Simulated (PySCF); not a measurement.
## Electronic structure of H8O4Si4 in real space

```csv
atom,x (Å),y (Å),z (Å)
Si,0.2150,-0.9283,2.0276
H,0.5582,-2.3632,1.8367
H,0.0945,-0.5803,3.4656
O,-1.2300,-0.6279,1.2935
Si,-2.2465,-0.1396,0.0924
H,-3.2667,-1.1973,-0.1252
H,-2.8715,1.1505,0.4860
O,-1.4134,0.0848,-1.3130
Si,-0.0433,0.2031,-2.2224
H,-0.2367,1.2834,-3.2230
H,0.2189,-1.1069,-2.8753
O,1.2495,0.5845,-1.2735
Si,2.0695,0.8645,0.1279
H,1.9853,2.3120,0.4581
H,3.4761,0.4260,-0.0562
O,1.4068,0.0008,1.3673
```

Geometry: PBE0-D3(BJ)/def2-SVP.

Level of theory: CAM-B3LYP/def2-SVPD, SCF density, gas phase in PySCF.

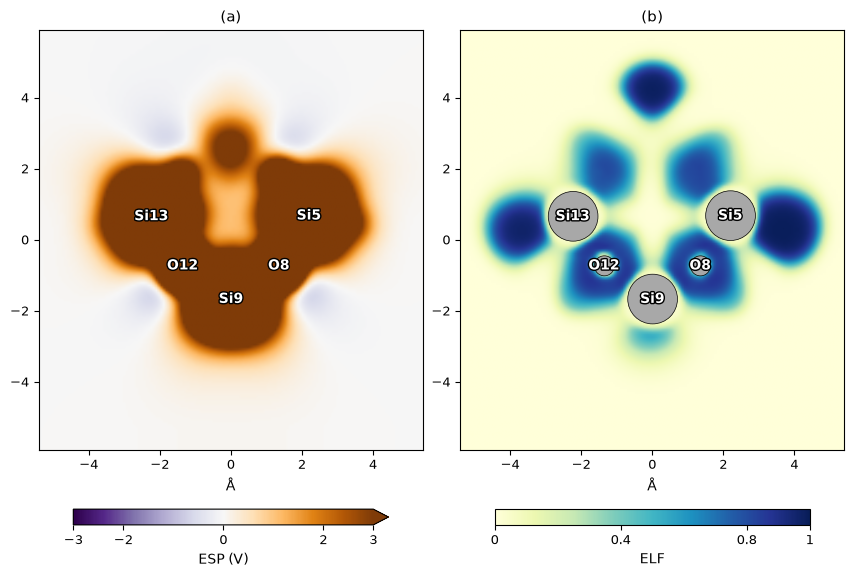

Figure 1. (a) electrostatic potential; (b) ELF on the plane of atoms Si9, O12 and Si13. Grey discs cover the atomic cores in the ELF map.

**Interpret the plot.**

Atoms in the plane: Si and O. Si–O (1.65 Å): the ELF peaks at about 0.85 between the atoms: a shared but strongly polarised pair. The ELF also peaks beside O12, O8, O16 and O4, away from the bonds: lone-pair regions. Outside the dense part of the molecule the potential is most negative (−0.6 V) near O8.

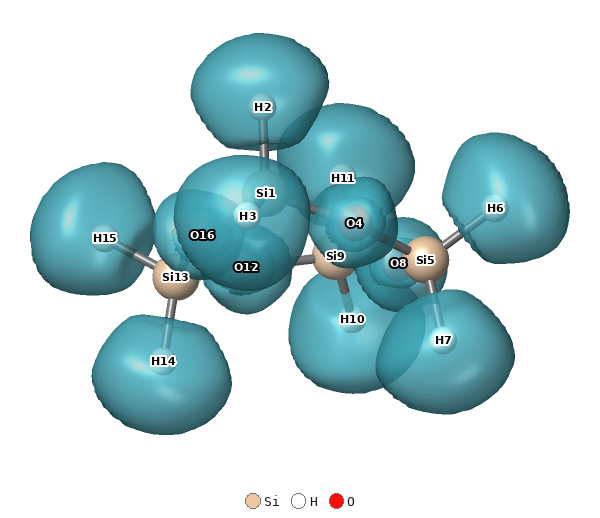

Figure 2. Isosurface of the electron localisation function at 0.8 (cyan), seen from one side. Only the valence region is drawn (cores and ρ < 0.01 e/Å³ removed).

**Identify the bonds, lone pairs and shells in this picture.**

The ELF exceeds this value in eight regions around hydrogen nuclei and four regions wrapped around O (its lone pairs, merged into a ring or cap). Along the contacts the grid gives the following. Si–H (1.48 Å): the ELF climbs to about 1 towards the hydrogen, as it does in any bond to H.

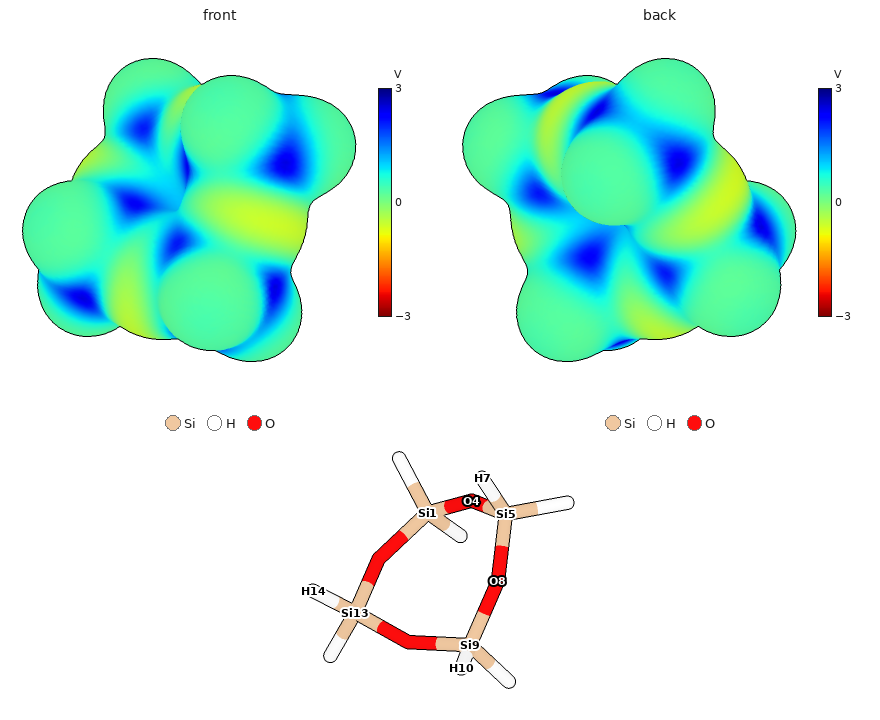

Figure 3. The electrostatic potential painted on the density surface at 0.004 e/bohr³, seen from the front and from behind; red is negative and blue positive. The bare structure is drawn below in the same view.

**Where is the surface potential most negative and most positive?**

The most negative region (about −0.6 V) lies over O8 and O16, the most positive (about +2.4 V) over Si1, Si5, Si9 and Si13.

**What dipole moment does the calculation give?**

Its dipole moment is 0.06 D.
